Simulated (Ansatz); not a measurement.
CH4F4Si: molecular dynamics (part 4 of 4)

The same run, continued: CH4F4Si; UKS PBE0-D4/STO-3G (Ansatz 0.2.0). It belongs to a series of runs on one base structure; here: dynamics from the start.

Geometry of the input (Å):
```
Si -0.6119  0.3854  -0.7589
F  1.3498  0.7086  -0.9818
F  -0.5199  -0.3040  -2.1757
F  -2.1120  -0.0339  -0.3894
F  -0.7267  1.9543  -0.6210
H  1.1613  0.0917  0.0332
C  0.3325  -0.5581  0.9526
H  -0.5099  -0.4393  1.6302
H  1.1793  -0.1839  1.5406
H  0.4575  -1.6207  0.7701
```

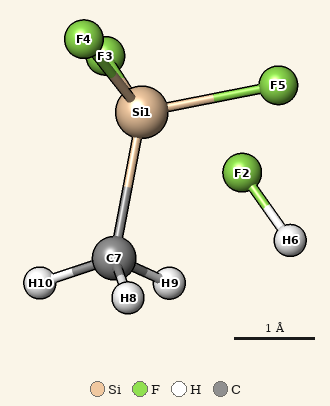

Fig. 1: The geometry at step 126 of the log (ball-and-stick view, seen at a tilt; atoms are numbered from 1 in the order of the input).

**Trajectory as extended XYZ, continued**
```
10
Properties=species:S:1:pos:R:3:forces:R:3 step=98 time_fs=49.0 energy=-19572.03780 temperature=1504.2
Si   -0.7958    0.2924   -0.5738    2.0160  -1.6256   1.3206
F     1.5983    0.8600   -1.3264   -6.6929  -1.7437  -6.7836
F    -0.3260   -0.1570   -2.0457   -0.3616  -0.9869  -0.6254
F    -2.3282   -0.1452   -0.3327   -0.7099   0.2014  -0.2502
F    -0.5532    1.8492   -0.6811   -0.4057   2.0973   0.4687
H     2.1949    1.0091   -0.7170    6.8367   1.7538   6.9680
C     0.0772   -0.5419    0.9403    1.7806   0.5183  -0.6141
H    -0.5725   -0.4434    1.8029   -0.2188   0.0432   0.4126
H     1.1462   -0.2600    1.2741   -2.0882   0.0430  -0.9343
H     0.1506   -1.6067    0.7140   -0.1561  -0.3009   0.0377
10
Properties=species:S:1:pos:R:3:forces:R:3 step=101 time_fs=50.5 energy=-19572.59277 temperature=2020.5
Si   -0.8044    0.2835   -0.5592    1.7931  -1.0837   0.5251
F     1.6179    0.8662   -1.3456    0.0402  -0.0624   0.1265
F    -0.3160   -0.1651   -2.0562   -0.5741  -0.6775   0.2867
F    -2.3541   -0.1432   -0.3378   -0.3174   0.2840  -0.3015
F    -0.5506    1.8608   -0.6760   -0.4870   1.1635   0.5065
H     2.2518    1.0568   -0.6159    0.0749   0.0672   0.0341
C     0.0771   -0.5481    0.9456    2.1433   1.9390  -1.8181
H    -0.4797   -0.4674    1.8271   -1.5092   0.3214   1.7644
H     1.1207   -0.2089    1.2237   -1.3413  -0.1438  -0.7957
H     0.1517   -1.5784    0.7276    0.1775  -1.8077  -0.3281
10
Properties=species:S:1:pos:R:3:forces:R:3 step=105 time_fs=52.5 energy=-19572.13263 temperature=1588.8
Si   -0.8138    0.2702   -0.5391    1.2632  -0.3324  -0.4840
F     1.6441    0.8744   -1.3707    3.3424   1.1280   4.4529
F    -0.3039   -0.1771   -2.0696   -0.7997  -0.3287   1.3037
F    -2.3892   -0.1399   -0.3451    0.2627   0.3977  -0.3582
F    -0.5480    1.8781   -0.6684   -0.5914  -0.0265   0.5635
H     2.3292    1.1207   -0.4854   -3.2668  -1.1322  -4.3198
C     0.0817   -0.5513    0.9479   -0.9040   0.7685  -0.9288
H    -0.4023   -0.4891    1.9108   -0.9318   0.3064   0.2568
H     1.0512   -0.1436    1.1319    1.2094   0.2761  -0.2544
H     0.1597   -1.5968    0.7355    0.4160  -1.0568  -0.2318
10
Properties=species:S:1:pos:R:3:forces:R:3 step=108 time_fs=54.0 energy=-19572.05806 temperature=1517.6
Si   -0.8196    0.2600   -0.5244    0.7429   0.1863  -1.2765
F     1.6679    0.8820   -1.3841    3.0213   1.1605   4.3912
F    -0.2958   -0.1865   -2.0780   -0.9663  -0.1356   1.9137
F    -2.4151   -0.1370   -0.3511    0.7024   0.4770  -0.3790
F    -0.5469    1.8913   -0.6619   -0.6515  -0.8055   0.6161
H     2.3123    1.1429   -0.4864   -2.9600  -1.1563  -4.2558
C     0.0841   -0.5519    0.9476   -2.2896  -1.0662   0.5276
H    -0.3694   -0.4975    1.9841   -0.0909   0.2535  -1.6252
H     1.0219   -0.0893    1.0551    2.0777   0.3860   0.0063
H     0.1755   -1.6388    0.7354    0.4140   0.7002   0.0816
10
Properties=species:S:1:pos:R:3:forces:R:3 step=112 time_fs=56.0 energy=-19572.27247 temperature=1709.3
Si   -0.8266    0.2465   -0.5065    0.0509   0.7593  -2.2499
F     1.7043    0.8939   -1.3950   -0.9510  -0.5117  -1.2229
F    -0.2868   -0.1993   -2.0857   -1.1681   0.0436   2.5341
F    -2.4485   -0.1322   -0.3597    1.2551   0.5634  -0.3739
F    -0.5465    1.9072   -0.6521   -0.7016  -1.6562   0.6899
H     2.2025    1.1385   -0.6138    1.0084   0.5444   1.3765
C     0.0817   -0.5554    0.9486   -0.1156  -0.8802   1.0289
H    -0.3285   -0.5001    2.0270    0.2257   0.2868  -2.2835
H     1.0425   -0.0094    0.9533    0.0978  -0.8809   0.2726
H     0.2100   -1.6692    0.7382    0.2984   1.7314   0.2282
10
Properties=species:S:1:pos:R:3:forces:R:3 step=115 time_fs=57.5 energy=-19571.62624 temperature=1109.4
Si   -0.8317    0.2371   -0.4949   -0.3631   1.0795  -2.7677
F     1.7307    0.9022   -1.4043   -4.8656  -2.9595  -8.2797
F    -0.2815   -0.2088   -2.0882   -1.2637   0.1466   2.8587
F    -2.4719   -0.1279   -0.3666    1.6297   0.6066  -0.3498
F    -0.5471    1.9170   -0.6439   -0.7241  -2.1531   0.7294
H     2.1379    1.1471   -0.6830    4.9161   3.0108   8.4351
C     0.0793   -0.5598    0.9513    1.8234   0.4343  -0.2253
H    -0.2932   -0.4948    2.0044   -0.1237   0.3722  -1.1550
H     1.0661    0.0319    0.8834   -1.2517  -1.6848   0.6549
H     0.2437   -1.6518    0.7456    0.2227   1.1474   0.0995
10
Properties=species:S:1:pos:R:3:forces:R:3 step=119 time_fs=59.5 energy=-19571.99675 temperature=1447.3
Si   -0.8390    0.2259   -0.4829   -0.7511   1.3757  -3.1232
F     1.7594    0.9092   -1.4280    0.5800   0.4410   1.5241
F    -0.2768   -0.2213   -2.0864   -1.3023   0.2618   3.0967
F    -2.5001   -0.1211   -0.3765    2.0535   0.6309  -0.3058
F    -0.5493    1.9262   -0.6316   -0.7612  -2.6361   0.7396
H     2.1781    1.2368   -0.5598   -0.5373  -0.3822  -1.4016
C     0.0812   -0.5642    0.9535    2.7067   2.0812  -2.9428
H    -0.2535   -0.4746    1.9460   -0.9667   0.5488   1.6168
H     1.0569    0.0321    0.8132   -1.2479  -1.4888   1.0238
H     0.2962   -1.5974    0.7575    0.2262  -0.8322  -0.2275
10
Properties=species:S:1:pos:R:3:forces:R:3 step=122 time_fs=61.0 energy=-19571.51211 temperature=989.9
Si   -0.8451    0.2187   -0.4767   -0.9431   1.5287  -3.3034
F     1.7807    0.9145   -1.4455    1.9748   1.7922   4.7820
F    -0.2750   -0.2303   -2.0809   -1.3086   0.3220   3.1512
F    -2.5186   -0.1151   -0.3843    2.2944   0.6256  -0.2603
F    -0.5519    1.9297   -0.6214   -0.7803  -2.8657   0.7274
H     2.2131    1.3064   -0.4683   -1.9530  -1.7428  -4.6702
C     0.0881   -0.5635    0.9497    1.3288   1.8349  -2.9749
H    -0.2451   -0.4464    1.9338   -0.9565   0.4674   1.8651
H     1.0201   -0.0047    0.7852    0.2731  -0.2818   0.9476
H     0.3410   -1.5720    0.7617    0.0703  -1.6804  -0.2644
10
Properties=species:S:1:pos:R:3:forces:R:3 step=126 time_fs=63.0 energy=-19571.58084 temperature=1055.4
Si   -0.8544    0.2109   -0.4724   -1.0196   1.6877  -3.4618
F     1.8124    0.9245   -1.4607    1.6265   1.7869   4.4105
F    -0.2749   -0.2418   -2.0681   -1.3168   0.3582   3.0734
F    -2.5391   -0.1061   -0.3952    2.4938   0.5897  -0.1874
F    -0.5568    1.9292   -0.6065   -0.7901  -3.0032   0.6876
H     2.1974    1.3424   -0.4976   -1.6294  -1.7428  -4.3036
C     0.0999   -0.5583    0.9373   -1.5497  -0.6613  -0.2039
H    -0.2616   -0.3955    1.9682    0.0505  -0.1271  -0.6569
H     0.9899   -0.0562    0.7776    2.8173   1.6043   0.5107
H     0.4003   -1.5883    0.7603   -0.6825  -0.4925   0.1314
10
Properties=species:S:1:pos:R:3:forces:R:3 step=129 time_fs=64.5 energy=-19571.99175 temperature=1438.8
Si   -0.8623    0.2066   -0.4723   -0.9080   1.7696  -3.4321
F     1.8383    0.9344   -1.4664   -0.2248  -0.2499  -0.2398
F    -0.2766   -0.2499   -2.0544   -1.3096   0.3534   2.9023
F    -2.5512   -0.0985   -0.4036    2.5481   0.5455  -0.1316
F    -0.5615    1.9249   -0.5944   -0.7854  -2.9899   0.6382
H     2.1456    1.3278   -0.6240    0.2090   0.3014   0.3431
C     0.1065   -0.5551    0.9269   -0.6818  -1.1085   0.8239
H    -0.2755   -0.3590    1.9848    0.5378  -0.5161  -1.7944
H     1.0284   -0.0611    0.7863    1.7817   1.1993   0.5190
H     0.4295   -1.6161    0.7614   -1.1670   0.6951   0.3712
10
Properties=species:S:1:pos:R:3:forces:R:3 step=133 time_fs=66.5 energy=-19571.66245 temperature=1140.3
Si   -0.8739    0.2029   -0.4762   -0.5740   1.7850  -3.0665
F     1.8717    0.9458   -1.4768   -2.5502  -4.4092  -7.9690
F    -0.2811   -0.2601   -2.0310   -1.2417   0.3086   2.4974
F    -2.5628   -0.0874   -0.4150    2.5017   0.4701  -0.0683
F    -0.5692    1.9138   -0.5772   -0.7687  -2.8267   0.5428
H     2.0972    1.3420   -0.7363    2.5138   4.4684   8.0584
C     0.1143   -0.5534    0.9151    2.3224   0.2012   0.4066
H    -0.2771   -0.3276    1.9500    0.3924  -0.6077  -1.2577
H     1.1265   -0.0342    0.8154   -1.4228  -0.4370   0.4973
H     0.4299   -1.6297    0.7751   -1.1729   1.0473   0.3590
10
Properties=species:S:1:pos:R:3:forces:R:3 step=136 time_fs=68.0 energy=-19572.27313 temperature=1712.0
Si   -0.8831    0.2018   -0.4820   -0.2425   1.7070  -2.4907
F     1.8940    0.9496   -1.4932    0.0526   0.2216   0.5663
F    -0.2862   -0.2673   -2.0101   -1.1264   0.2383   2.0330
F    -2.5682   -0.0785   -0.4237    2.3883   0.4027  -0.0346
F    -0.5760    1.9017   -0.5636   -0.7607  -2.5927   0.4512
H     2.1139    1.4435   -0.6554   -0.0965  -0.1658  -0.5015
C     0.1244   -0.5520    0.9071    3.1893   1.2499  -0.7295
H    -0.2685   -0.3188    1.8921   -0.2422  -0.3010   0.3521
H     1.1730   -0.0207    0.8496   -2.4144  -1.0124   0.2030
H     0.4011   -1.6152    0.7942   -0.7475   0.2524   0.1508
10
Properties=species:S:1:pos:R:3:forces:R:3 step=140 time_fs=70.0 energy=-19571.94444 temperature=1408.6
Si   -0.8956    0.2024   -0.4925    0.1939   1.4746  -1.4411
F     1.9236    0.9552   -1.5140    0.9673   2.9705   4.7098
F    -0.2949   -0.2765   -1.9787   -0.8967   0.0777   1.1990
F    -2.5712   -0.0659   -0.4354    2.1421   0.3036   0.0037
F    -0.5863    1.8810   -0.5446   -0.7215  -2.1061   0.3169
H     2.1341    1.5703   -0.5657   -1.0269  -2.9268  -4.6636
C     0.1463   -0.5465    0.8942    1.7113   1.9194  -1.5300
H    -0.2679   -0.3155    1.8319   -0.9681   0.1415   1.8514
H     1.1589   -0.0347    0.9005   -1.3200  -0.6653  -0.2704
H     0.3398   -1.5929    0.8237   -0.0815  -1.1891  -0.1758
10
Properties=species:S:1:pos:R:3:forces:R:3 step=143 time_fs=71.5 energy=-19572.16573 temperature=1619.2
Si   -0.9049    0.2041   -0.5017    0.4726   1.2375  -0.5186
F     1.9470    0.9631   -1.5238    0.7597   2.9027   4.3093
F    -0.3027   -0.2834   -1.9535   -0.6666  -0.1031   0.4172
F    -2.5705   -0.0560   -0.4441    1.8881   0.2239   0.0321
F    -0.5951    1.8627   -0.5299   -0.6647  -1.5957   0.2111
H     2.1253    1.5981   -0.6064   -0.8325  -2.8671  -4.2644
C     0.1664   -0.5385    0.8816   -1.9034   0.6324  -0.3037
H    -0.2890   -0.3109    1.8277   -0.5554   0.0339   0.8333
H     1.1146   -0.0619    0.9331    1.3379   0.4734  -0.4160
H     0.2900   -1.6010    0.8422    0.1642  -0.9379  -0.3002
10
Properties=species:S:1:pos:R:3:forces:R:3 step=147 time_fs=73.5 energy=-19572.44436 temperature=1876.2
Si   -0.9166    0.2079   -0.5146    0.7302   0.8459   0.7953
F     1.9794    0.9780   -1.5302   -0.3670  -1.5579  -1.9083
F    -0.3142   -0.2927   -1.9193   -0.2803  -0.4248  -0.7876
F    -2.5663   -0.0425   -0.4557    1.4577   0.1155   0.0667
F    -0.6079    1.8355   -0.5100   -0.5440  -0.7155   0.0739
H     2.0894    1.5520   -0.7849    0.2785   1.5917   1.9596
C     0.1868   -0.5270    0.8644   -5.2560  -1.5252   1.4994
H    -0.3318   -0.3045    1.8433    0.4952  -0.1750  -0.9988
H     1.1071   -0.0796    0.9638    3.0537   1.1173  -0.3063
H     0.2298   -1.6362    0.8567    0.4320   0.7279  -0.3938
10
Properties=species:S:1:pos:R:3:forces:R:3 step=150 time_fs=75.0 energy=-19571.95297 temperature=1423.3
Si   -0.9248    0.2115   -0.5236    0.8257   0.4774   1.7764
F     2.0034    0.9875   -1.5369   -0.8041  -6.5351  -7.4967
F    -0.3232   -0.3002   -1.8946    0.0628  -0.7097  -1.7545
F    -2.5612   -0.0321   -0.4643    1.0675   0.0356   0.0854
F    -0.6183    1.8141   -0.4949   -0.4206   0.0849  -0.0151
H     2.0661    1.5500   -0.8824    0.7053   6.5698   7.5499
C     0.1921   -0.5209    0.8543   -3.3405  -0.9709   2.1048
H    -0.3542   -0.3035    1.8351    0.8492  -0.1026  -1.2669
H     1.1708   -0.0677    0.9783    0.4112  -0.1522  -0.5356
H     0.1949   -1.6491    0.8579    0.6435   1.3029  -0.4476
```
